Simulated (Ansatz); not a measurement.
Loss of HBr: C2H2BrF → C2HF + HBr

Species: C2H2BrF `C=C(F)Br`, singlet; C2HF (fluoroacetylene) `C#CF`, singlet; HBr (hydrogen bromide), singlet. 

Shapes, held fixed at every level: PBE0-D4/def2-TZVP. Programs: Ansatz 0.2.0. Electronic energies: no zero-point or thermal term.

| level | kind | ΔE (kJ/mol) | less CCSD(T)/def2-TZVPP | CPU time (sum over the molecules) |
| --- | --- | --- | --- | --- |
| HF/def2-TZVPP | Hartree–Fock | +173.0 | -21.8 | – |
| r2SCAN-D4/def2-TZVPP | meta-GGA | +217.5 | +22.7 | 23 s |
| B3LYP-D4/def2-TZVPP | global hybrid | +200.5 | +5.7 | 17 s |
| BHLYP-D4/def2-TZVPP | global hybrid | +205.0 | +10.2 | 19 s |
| r2SCAN0-D4/def2-TZVPP | global hybrid | +218.1 | +23.3 | 22 s |
| CCSD(T)/def2-SVP | coupled cluster or CI | +181.3 | -13.5 | 22 s |
| CCSD/def2-TZVPP | coupled cluster or CI | +191.2 | -3.6 | – |
| CCSD(T)/def2-TZVPP | coupled cluster or CI | +194.8 | 0.0 | 34 s |

The highest level, CCSD(T)/def2-TZVPP, gives ΔE = +194.8 kJ/mol; the levels span +173.0 to +218.1. The column of differences is taken from that level and isn't an error. No measured value is set beside it here. Relativity is left out for Br unless named. Correlated rows may include outer-core shells of Br, which these sets cover unevenly. Times are processor times on shared x86 and Arm servers, and rough.

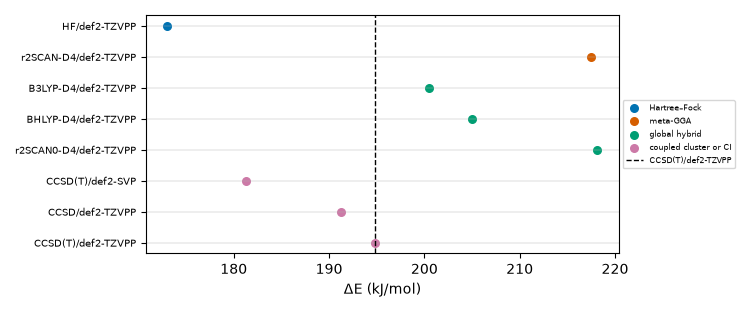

The values of the table, level by level.
